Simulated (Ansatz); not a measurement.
Start from SiC (space group P6_3mc, No. 186; a = 3.094 Å, c = 10.129 Å).

Perturbation: a hydrostatic pressure of 22.5 GPa.

The values are results of PBE in Ansatz (plane waves to 420 eV, PAW, no spin-orbit coupling), not measurements.

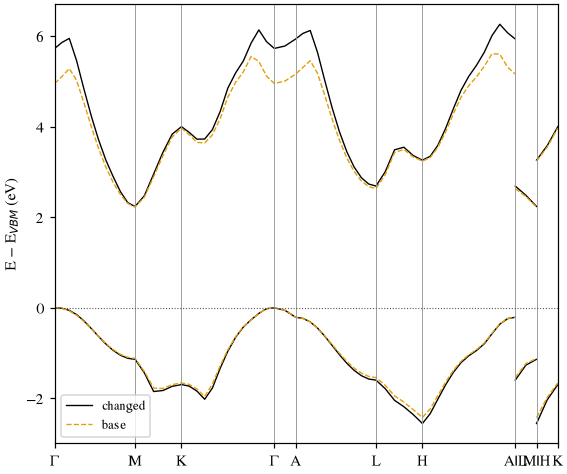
Fig. 1. Highest valence and lowest conduction band along the path, each from its own valence-band maximum

The gap is 2.24 eV, indirect, Γ → M; the base has 2.22 eV.

Load acts through the strain it causes; cell and atoms are relaxed under it. Stability against distortions was not tested. No other phases were tried under pressure.

Ansatz is a first-principles code.
